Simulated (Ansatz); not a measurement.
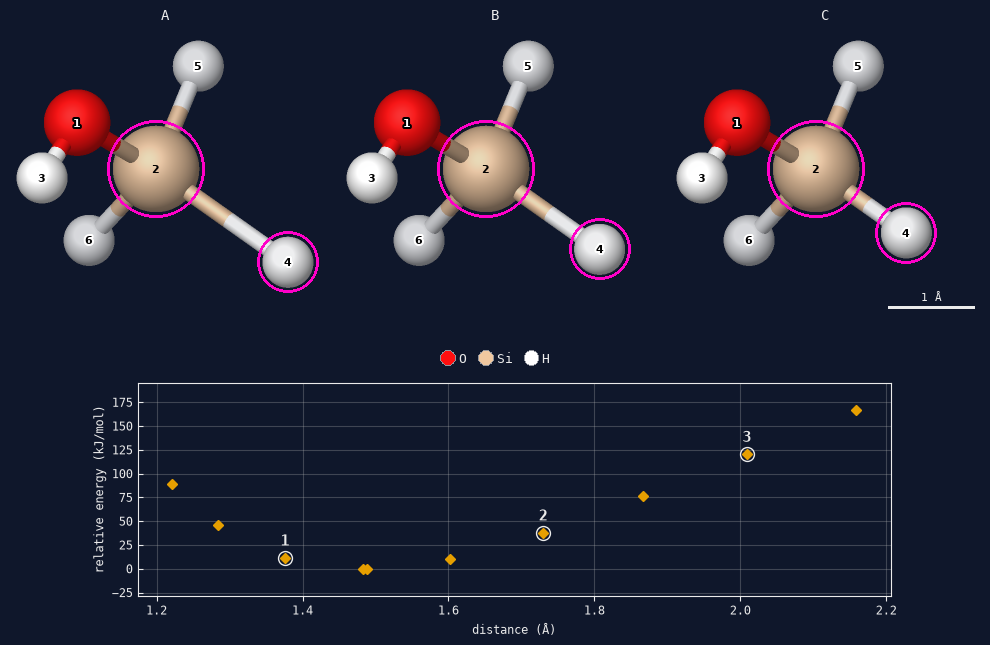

Energy scan for SiH₄O, in which the Si2–H4 distance is varied, with the rest of the molecule carried along rigidly. The frames are shuffled; the numbered points of the plot belong to them. A ball-and-stick model, seen from a free direction. The ringed atoms are those of the scanned coordinate.

Single-point energies from Ansatz with CCSD(T) in the def2-TZVPP basis, on geometries moved rigidly from the minimum at PBE0-D4/def2-TZVP. Coupled cluster with a frozen core. Energies are counted from the PBE0-D4/def2-TZVP minimum geometry at the same level.

Match the frames to the points.

Point 1 is frame C (the distance 1.376 Å, 11.4 kJ/mol); 2 is frame B (the distance 1.730 Å, 37.8 kJ/mol); 3 is frame A (the distance 2.009 Å, 120.3 kJ/mol). The lowest computed point lies at the distance 1.483 Å (0.0 kJ/mol). The end points stand at 89.4 kJ/mol (1.221 Å) and 166.7 kJ/mol (2.159 Å). The curvature at the lowest point is about 18 eV/Å² (2.9 mdyn/Å). The well is steeper on the short side, as for any bond.
